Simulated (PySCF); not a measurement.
# What a change does: NMR shielding calculation on C₆H₁₀BNSi

System: C₆H₁₀BNSi.
Method of run A: GIAO PBE0/pcSseg-1 NMR shielding, non-relativistic, IEF-PCM cyclohexane (PySCF 2.14.0).

The geometry comes from this level: PBE0-D3(BJ)/def2-SVP. Text and figures count atoms from 1; the logs count them from 0 in places.

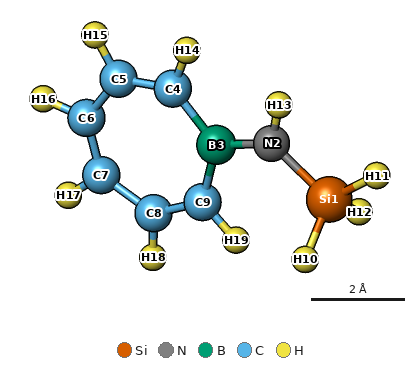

Figure 1. The structure (ball-and-stick view, seen at a tilt; atoms are numbered from 1 in the order of the input). Bond lengths as drawn: B–C 1.55 Å, B–N 1.43 Å, C–C 1.36 to 1.43 Å, C–H 1.09 to 1.10 Å, H–N 1.02 Å, H–Si 1.49 to 1.50 Å and N–Si 1.75 Å.

**The input, run A**
```
{"job": {"kind": "nmr", "xc": "PBE0", "basis": "pcSseg-1", "solvent": "cyclohexane", "pop": false}, "charge": 0, "multiplicity": 1}
Si     3.000217    -0.381310    -0.281937
N      1.603796     0.169527     0.613596
B      0.217520    -0.007053     0.297045
C     -0.833639     0.598478     1.253837
C     -2.194145     0.576912     1.163948
C     -3.029146    -0.019036     0.163556
C     -2.693560    -0.720934    -0.959428
C     -1.404062    -1.071669    -1.476471
C     -0.164996    -0.790722    -0.979802
H      3.031247    -1.870739    -0.418121
H      4.209615     0.062062     0.474317
H      3.051046     0.195093    -1.661205
H      1.808227     0.692870     1.459131
H     -0.452865     1.131843     2.137586
H     -2.757115     1.080049     1.960053
H     -4.103360     0.110708     0.332031
H     -3.536571    -1.073700    -1.562607
H     -1.450380    -1.648398    -2.408813
H      0.652224    -1.191822    -1.596841
```

The first line tells a small driver script what to run in PySCF; the rest is the geometry in Å.

Command:
```bash
OMP_NUM_THREADS=1 python <driver script> task.json out
```

Hardware: 1 CPU thread, shared host.

**Output (run A)**
```
coarse grid: 16488 points
cycle   1  E = -603.1199636924  dE =  1.060e+00  |g| = 4.915e-01  |ddm| = 4.137e+00
cycle   2  E = -603.0769012508  dE =  4.306e-02  |g| = 6.495e-01  |ddm| = 1.090e+00
cycle   3  E = -603.1798646667  dE = -1.030e-01  |g| = 1.212e-01  |ddm| = 6.827e-01
cycle   4  E = -603.1836546154  dE = -3.790e-03  |g| = 3.593e-02  |ddm| = 1.416e-01
cycle   5  E = -603.1839924520  dE = -3.378e-04  |g| = 1.125e-02  |ddm| = 4.083e-02
cycle   6  E = -603.1840206092  dE = -2.816e-05  |g| = 3.618e-03  |ddm| = 1.106e-02
cycle   7  E = -603.1840238409  dE = -3.232e-06  |g| = 2.900e-04  |ddm| = 3.282e-03
final grid: 155096 points
cycle   8  E = -603.2314982983  dE = -3.102e-05  |g| = 8.055e-03  |ddm| = 3.762e-02
cycle   9  E = -603.2314940742  dE =  4.224e-06  |g| = 9.361e-03  |ddm| = 1.497e-02
cycle  10  E = -603.2315144728  dE = -2.040e-05  |g| = 1.192e-03  |ddm| = 7.673e-03
cycle  11  E = -603.2315147947  dE = -3.219e-07  |g| = 2.525e-04  |ddm| = 1.111e-03
cycle  12  E = -603.2315148083  dE = -1.356e-08  |g| = 8.141e-05  |ddm| = 2.778e-04
cycle  13  E = -603.2315148097  dE = -1.414e-09  |g| = 3.797e-05  |ddm| = 1.044e-04
cycle  14  E = -603.2315148101  dE = -3.909e-10  |g| = 5.962e-06  |ddm| = 3.611e-05
converged SCF energy = -603.2315148101

GIAO shielding tensors (ppm)
atom      isotropic    diamagn.    paramagn.     s11        s22        s33       span
  0 Si     409.633     878.566    -468.933    370.769    389.920    468.211     97.441
  1 N      189.158     323.877    -134.719    120.171    220.330    226.974    106.802
  2 B       65.433     193.125    -127.693     39.996     45.083    111.220     71.224
  3 C       28.898     261.748    -232.850    -96.481     28.138    155.038    251.519
  4 C       32.745     254.505    -221.760    -89.673     30.554    157.354    247.028
  5 C       43.734     255.040    -211.306    -67.049     43.544    154.708    221.756
  6 C       44.328     255.285    -210.957    -66.745     45.518    154.211    220.956
  7 C       32.268     254.486    -222.218    -90.359     29.069    158.094    248.453
  8 C       34.016     264.283    -230.267    -93.371     27.605    167.814    261.185
  9 H       26.427      28.630      -2.203     23.541     24.530     31.211      7.670
 10 H       26.629      27.354      -0.725     23.179     25.249     31.459      8.281
 11 H       26.450      28.875      -2.425     23.554     24.539     31.258      7.705
 12 H       28.226      32.864      -4.638     20.671     28.124     35.885     15.214
 13 H       24.143      32.649      -8.506     20.461     22.120     29.848      9.388
 14 H       23.691      29.109      -5.418     20.133     23.016     27.923      7.790
 15 H       24.260      27.295      -3.035     20.796     24.157     27.829      7.033
 16 H       24.233      27.610      -3.378     20.753     24.124     27.822      7.069
 17 H       23.556      29.960      -6.404     20.008     22.616     28.045      8.037
 18 H       23.896      34.050     -10.154     20.114     21.287     30.287     10.173
```

The input of run B differs as follows (lines with − go, lines with + come):
```diff
-"solvent": "cyclohexane"
-"pop": false
+"solvent": "chloroform"
+"pop": true
```

What does this change do to the results?

The total energy of run B is 1.3 kcal/mol lower: the change of the electrostatic solvation energy at this fixed geometry, without cavity or dispersion terms. The dipole moment goes from 1.08 to 1.17 D. Of all shieldings, the largest change is that of C5, C6 and C8, by −0.4 ppm. The number of SCF iterations is the same.

**Output (run B)**
```
coarse grid: 16488 points
cycle   1  E = -603.1240021233  dE =  1.057e+00  |g| = 4.844e-01  |ddm| = 4.136e+00
cycle   2  E = -603.0883252350  dE =  3.568e-02  |g| = 6.250e-01  |ddm| = 1.041e+00
cycle   3  E = -603.1826639142  dE = -9.434e-02  |g| = 1.122e-01  |ddm| = 6.300e-01
cycle   4  E = -603.1858043599  dE = -3.140e-03  |g| = 3.239e-02  |ddm| = 1.241e-01
cycle   5  E = -603.1860801528  dE = -2.758e-04  |g| = 8.800e-03  |ddm| = 3.574e-02
cycle   6  E = -603.1860965407  dE = -1.639e-05  |g| = 3.469e-03  |ddm| = 9.041e-03
cycle   7  E = -603.1860995523  dE = -3.012e-06  |g| = 3.120e-04  |ddm| = 2.992e-03
final grid: 155096 points
cycle   8  E = -603.2335454962  dE = -3.156e-05  |g| = 7.947e-03  |ddm| = 3.772e-02
cycle   9  E = -603.2335419881  dE =  3.508e-06  |g| = 9.125e-03  |ddm| = 1.439e-02
cycle  10  E = -603.2335612386  dE = -1.925e-05  |g| = 1.217e-03  |ddm| = 7.297e-03
cycle  11  E = -603.2335615733  dE = -3.347e-07  |g| = 2.297e-04  |ddm| = 1.079e-03
cycle  12  E = -603.2335615845  dE = -1.127e-08  |g| = 6.600e-05  |ddm| = 2.455e-04
cycle  13  E = -603.2335615854  dE = -8.140e-10  |g| = 3.599e-05  |ddm| = 8.855e-05
cycle  14  E = -603.2335615857  dE = -3.458e-10  |g| = 5.727e-06  |ddm| = 3.215e-05
converged SCF energy = -603.2335615857

GIAO shielding tensors (ppm)
atom      isotropic    diamagn.    paramagn.     s11        s22        s33       span
  0 Si     409.620     878.548    -468.929    371.314    389.542    468.002     96.688
  1 N      188.761     324.047    -135.287    118.837    221.615    225.829    106.992
  2 B       65.402     193.174    -127.772     39.853     45.142    111.213     71.360
  3 C       28.848     261.746    -232.898    -96.514     27.115    155.943    252.457
  4 C       32.365     254.605    -222.240    -90.049     29.243    157.901    247.949
  5 C       43.369     255.090    -211.721    -67.337     42.207    155.239    222.576
  6 C       44.149     255.312    -211.163    -66.813     44.480    154.780    221.593
  7 C       31.839     254.513    -222.673    -90.759     27.613    158.664    249.422
  8 C       34.199     264.414    -230.215    -93.028     27.700    167.925    260.953
  9 H       26.451      28.659      -2.208     23.565     24.557     31.229      7.664
 10 H       26.617      27.342      -0.726     23.171     25.231     31.448      8.277
 11 H       26.475      28.904      -2.429     23.579     24.568     31.278      7.699
 12 H       28.003      32.690      -4.688     20.418     27.848     35.743     15.324
 13 H       24.044      32.588      -8.543     20.418     21.983     29.732      9.313
 14 H       23.610      29.076      -5.466     20.048     22.950     27.831      7.784
 15 H       24.165      27.258      -3.094     20.687     24.087     27.720      7.033
 16 H       24.142      27.566      -3.425     20.645     24.067     27.712      7.067
 17 H       23.478      29.901      -6.423     19.923     22.548     27.963      8.040
 18 H       23.861      34.032     -10.171     20.117     21.248     30.219     10.103
```

**The two runs side by side**

| quantity | run A | run B |
| --- | --- | --- |
| outcome | converged | converged |
| total energy (hartree) | −603.231515 | −603.233562 |
| HOMO (eV) | −6.44 | −6.45 |
| LUMO (eV) | −1.80 | −1.82 |
| dipole moment (D) | 1.08 | 1.17 |
| shielding of N2 (ppm) | 189.2 | 188.8 |
| shielding of C5 (ppm) | 32.7 | 32.4 |
| shielding of C6 (ppm) | 43.7 | 43.4 |
| shielding of C7 (ppm) | 44.3 | 44.1 |
| shielding of C8 (ppm) | 32.3 | 31.8 |
| shielding of C9 (ppm) | 34.0 | 34.2 |
| shielding of H13 (ppm) | 28.2 | 28.0 |
| SCF iterations | 14 | 14 |
| basis functions | 210 | 210 |
| wall time (shared host) | 69 s | 76 s |
